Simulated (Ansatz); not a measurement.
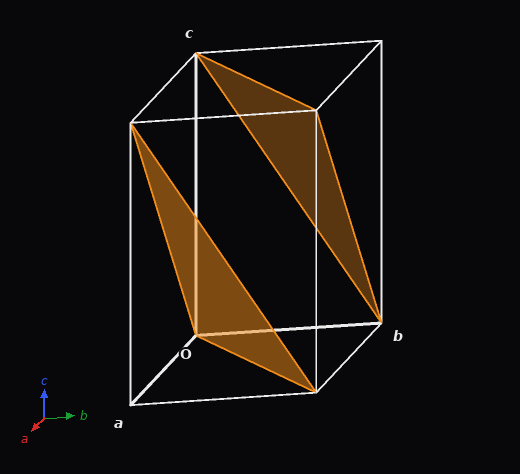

For Co, the geometry relaxed at fixed volume with Ansatz, DFT r2SCAN, scalar-relativistic, plane waves, PAW: every member of one family of equally spaced planes, hx + ky + lz = a whole number, that cuts the unit cell is shaded (one member passes through the origin O). Geometry calculated from the standardised cell; symmetry tolerance 0.002 Å.

a = 2.518 Å, b = 2.518 Å, c = 4.106 Å, α = 90.00°, β = 90.00°, γ = 120.00°.

What are the Miller indices?

(1 −1 −1), in four indices (1 −1 0 −1); the opposite sign names the same planes. The member next to the origin meets the axes a at 1, b at −1, c at −1.

What is the spacing?

d = 1.926 Å.

The space group is P6_3/mmc, No. 194. How many reflections hkl are equivalent to this one (itself included), and does it occur?

12 reflections are equivalent in the Laue class 6/mmm. The space group allows the reflection.
